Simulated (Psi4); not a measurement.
# DSD-PBEP86/6-311+G(d,p) run of C2H5B (BH2(vinyl))

What is the vertical singlet–triplet gap of C2H5B (BH2(vinyl)) at DSD-PBEP86/6-311+G**? 

The results are computed with Psi4 1.11.

3 further runs of the same task are left out: 3 that didn't finish.

## 1. The structure to begin with

C2H5B has 8 atoms, charge 0, and is taken as a singlet. SMILES: `[H]B([H])C=C`. The shape is that of a GFN2-xTB optimisation.

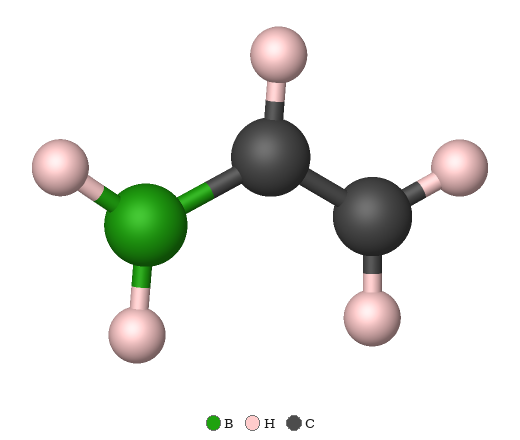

The structure, seen from a chosen angle (boron green, hydrogen pink, carbon dark grey).

## 2. A single-point energy at DSD-PBEP86/6-311+G(d,p)

The input, c2h5b.json:

```json
{
 "schema_name": "qcschema_input",
 "schema_version": 1,
 "molecule": {
  "schema_name": "qcschema_molecule",
  "schema_version": 2,
  "symbols": ["B", "H", "H", "C", "C", "H", "H", "H"],
  "geometry": [1.28510825, 1.97189142, -0.76516901, 2.55500421, 2.57794548, -2.46779335, 0.91793447, 3.38385698, 0.89418061, 0.09707523, -0.69024136, -0.68748236, -1.34926445, -1.5193587, 1.20504056, 0.43301184, -1.99853655, -2.23206891, -1.77175052, -0.3353508, 2.80973929, -2.16708123, -3.39020646, 1.24357207],
  "molecular_charge": 0,
  "molecular_multiplicity": 1,
  "fix_symmetry": "c1",
  "fix_com": true,
  "fix_orientation": true
 },
 "driver": "energy",
 "model": {
  "method": "dsd-pbep86",
  "basis": "6-311+G**"
 },
 "keywords": {
  "reference": "rks",
  "puream": true,
  "e_convergence": 1e-09,
  "d_convergence": 1e-08,
  "scf_type": "pk",
  "dft_radial_points": 99,
  "dft_spherical_points": 590,
  "num_frozen_docc": 3
 }
}
```

Run with:

```console
$ psi4 --qcschema c2h5b.json -n 1 --memory 1600MB
```

stdout:

```text
[...]
                   'protocols': {'error_correction': {'default_policy': True, 'policies': None},
                                 'native_files': 'none',
[...]
  Running in c1 symmetry.
[...]
  Nuclear repulsion =   58.129024880288249
[...]
  Multiplicity = 1
[...]
  Nalpha       = 11
  Nbeta        = 11
[...]
    Number of basis functions: 96
[...]
   @RKS iter   1:  -103.47976299319409   -8.17418e-01   4.88132e-03 DIIS/ADIIS
[...]
   @RKS iter  11:  -103.60287187605302   -1.59162e-12   2.47998e-09 DIIS
[...]
    Orbital Energies [Eh]
    ---------------------
    Doubly Occupied:
       1A    -10.881724     2A    -10.843955     3A     -7.288561
       4A     -0.957916     5A     -0.738641     6A     -0.630465
       7A     -0.575357     8A     -0.514925     9A     -0.434328
      10A     -0.423368    11A     -0.364549
[...]
  @RKS Final Energy:  -103.60287187605302
   => Energetics <=
    Nuclear Repulsion Energy =             58.1290248802882488
    One-Electron Energy =                -252.7373566916051573
    Two-Electron Energy =                  95.7807121337024938
    DFT Exchange-Correlation Energy =      -4.7752521984386131
    Empirical Dispersion Energy =           0.0000000000000000
    VV10 Nonlocal Energy =                  0.0000000000000000
    Total Energy =                       -103.6028718760530154
[...]
 Multipole Moments:
 ------------------------------------------------------------------------------------
     Multipole            Electronic (a.u.)      Nuclear  (a.u.)        Total (a.u.)
 ------------------------------------------------------------------------------------
 L = 1.  Multiply by 2.5417464519 to convert [e a0] to [Debye]
 Dipole X            :          0.8810610           -1.1204753           -0.2394143
 Dipole Y            :          2.8252062           -3.1604346           -0.3352285
 Dipole Z            :          0.6371147           -0.4728661            0.1642486
 Magnitude           :                                                    0.4434805
[...]
```

The result, in JSON:

```text
{
 "driver": "energy",
 "model": {
  "method": "dsd-pbep86",
  "basis": "6-311+G**"
 },
 "success": true,
 "return_result": -103.80151493395171,
 "properties": {
  "calcinfo_nbasis": 96,
  "calcinfo_nmo": 96,
  "calcinfo_nalpha": 11,
  "calcinfo_nbeta": 11,
  "calcinfo_natom": 8,
  "nuclear_repulsion_energy": 58.12902488028825,
  "return_energy": -103.80151493395171,
  "scf_one_electron_energy": -252.73735669160516,
  "scf_two_electron_energy": 95.7807121337025,
  "scf_xc_energy": -4.775252198438613,
  "scf_dipole_moment": [-0.23941434148084972, -0.33522845706712845, 0.16424860032785937],
  "scf_total_energy": -103.60287187605302,
  "scf_iterations": 11
 }
}
```

Run time: 23 s. Hardware: 1 thread of Intel Xeon Platinum 8488C (Sapphire Rapids), shared host; peak memory 0.77 GiB.

## 3. The triplet at the same level

The input, job.py:

```python
import psi4

psi4.set_memory('1600 MB')
psi4.set_num_threads(1)
psi4.set_output_file('c2h5b.out', False)

molecule = psi4.geometry("""
0 3
B      1.28510825     1.97189142    -0.76516901
H      2.55500421     2.57794548    -2.46779335
H      0.91793447     3.38385698     0.89418061
C      0.09707523    -0.69024136    -0.68748236
C     -1.34926445    -1.51935870     1.20504056
H      0.43301184    -1.99853655    -2.23206891
H     -1.77175052    -0.33535080     2.80973929
H     -2.16708123    -3.39020646     1.24357207
units au
symmetry c1
""")

psi4.set_options({
    'basis': '6-311+G**',
    'reference': 'uks',
    'puream': True,
    'e_convergence': 1e-09,
    'd_convergence': 1e-08,
    'scf_type': 'pk',
    'dft_radial_points': 99,
    'dft_spherical_points': 590,
    'num_frozen_docc': 3,
    'maxiter': 200,
})

e = psi4.energy("dsd-pbep86")
print(f'total energy {e:.8f} hartree = {e * 27.211386:.5f} eV')
for k, v in sorted(psi4.core.scalar_variables().items()):
    print(f'{k:45s} {v:18.10f}')
```

Run with:

```console
$ python job.py
```

c2h5b.out:

```text
[...]
  Running in c1 symmetry.
[...]
  Nuclear repulsion =   58.129024880288242
[...]
  Multiplicity = 3
[...]
  Nalpha       = 12
  Nbeta        = 10
[...]
    Number of basis functions: 96
[...]
   @UKS iter   1:  -103.19661751478725   -5.34273e-01   5.95248e-03 ADIIS/DIIS
[...]
   @UKS iter  22:  -103.48737251457325   -1.38272e-11   8.59891e-09 DIIS
[...]
   @S^2 Observed:                2.010041076E+00
[...]
    Orbital Energies [Eh]
    ---------------------
    Alpha Occupied:
       1A    -10.891909     2A    -10.882093     3A     -7.264011
       4A     -1.020990     5A     -0.775498     6A     -0.647809
       7A     -0.593601     8A     -0.526599     9A     -0.486632
      10A     -0.438299    11A     -0.419433    12A     -0.239097
    Alpha Virtual:
      13A      0.037695    14A      0.044421    15A      0.061178
      16A      0.066894    17A      0.089651    18A      0.095291
      19A      0.107736    20A      0.119825    21A      0.120425
      22A      0.153720    23A      0.160647    24A      0.168936
      25A      0.182402    26A      0.223075    27A      0.245998
[...]
  @UKS Final Energy:  -103.48737251457325
   => Energetics <=
    Nuclear Repulsion Energy =             58.1290248802882417
    One-Electron Energy =                -252.3898262406028721
    Two-Electron Energy =                  95.5593418366608347
    DFT Exchange-Correlation Energy =      -4.7859129909194404
    Empirical Dispersion Energy =           0.0000000000000000
    VV10 Nonlocal Energy =                  0.0000000000000000
    Total Energy =                       -103.4873725145732521
[...]
 Multipole Moments:
 ------------------------------------------------------------------------------------
     Multipole            Electronic (a.u.)      Nuclear  (a.u.)        Total (a.u.)
 ------------------------------------------------------------------------------------
 L = 1.  Multiply by 2.5417464519 to convert [e a0] to [Debye]
 Dipole X            :          0.2209051           -0.6198884           -0.3989832
 Dipole Y            :         -0.0902235           -0.6519094           -0.7421329
 Dipole Z            :         -0.4647876            0.6058702            0.1410826
 Magnitude           :                                                    0.8543144
[...]
```

Standard output:

```text
Memory set to   1.490 GiB by Python driver.
  Threads set to 1 by Python driver.
total energy -103.66325151 hartree = -2820.82075 eV
CURRENT ENERGY                                   -103.6632515090
CURRENT REFERENCE ENERGY                         -103.4873725146
DD SOLVATION ENERGY                                 0.0000000000
DFT FUNCTIONAL TOTAL ENERGY                      -103.4873725146
DFT TOTAL ENERGY                                 -103.6632515090
DFT VV10 ENERGY                                     0.0000000000
DFT XC ENERGY                                      -4.7859129909
DOUBLE-HYBRID CORRECTION ENERGY                    -0.1758789944
DSD-PBEP86 DOUBLE-HYBRID CORRECTION ENERGY         -0.1758789944
DSD-PBEP86 TOTAL ENERGY                          -103.6632515090
GRID ELECTRONS ALPHA                               12.0000000797
GRID ELECTRONS BETA                                10.0000000253
GRID ELECTRONS TOTAL                               22.0000001051
NUCLEAR REPULSION ENERGY                           58.1290248803
ONE-ELECTRON ENERGY                              -252.3898262406
PCM POLARIZATION ENERGY                             0.0000000000
PE ENERGY                                           0.0000000000
SCF ITERATION ENERGY                             -103.4873725146
SCF ITERATIONS                                     22.0000000000
SCF TOTAL ENERGY                                 -103.4873725146
TWO-ELECTRON ENERGY                                95.5593418367
XC GRID RADIAL POINTS                              99.0000000000
XC GRID SPHERICAL POINTS                          590.0000000000
XC GRID TOTAL POINTS                           447886.0000000000
```

Run time: 54 s. Hardware: 1 thread of Intel Xeon Platinum 8488C (Sapphire Rapids), shared host; peak memory 0.77 GiB.

## 4. What came out

Level: DSD-PBEP86/6-311+G**, 3 core orbitals frozen.

| quantity | value |
| --- | --- |
| singlet: total energy | -103.80151 Eh |
| singlet: HOMO energy (SCF part's orbitals) | -9.92 eV |
| singlet: LUMO energy (SCF part's orbitals) | 0.03 eV |
| singlet: HOMO–LUMO gap (SCF part's orbitals) | 9.95 eV |
| triplet: total energy | -103.66325 Eh |
| triplet: HOMO energy (SCF part's orbitals) (highest over α and β) | -6.51 eV |
| triplet: LUMO energy (SCF part's orbitals) (lowest over α and β) | -2.40 eV |
| triplet: ⟨S²⟩ | 2.010 |
| vertical energy of the triplet above the singlet | 3.762 eV |

In words: At this shape the triplet lies 3.76 eV (363 kJ/mol) above the singlet.
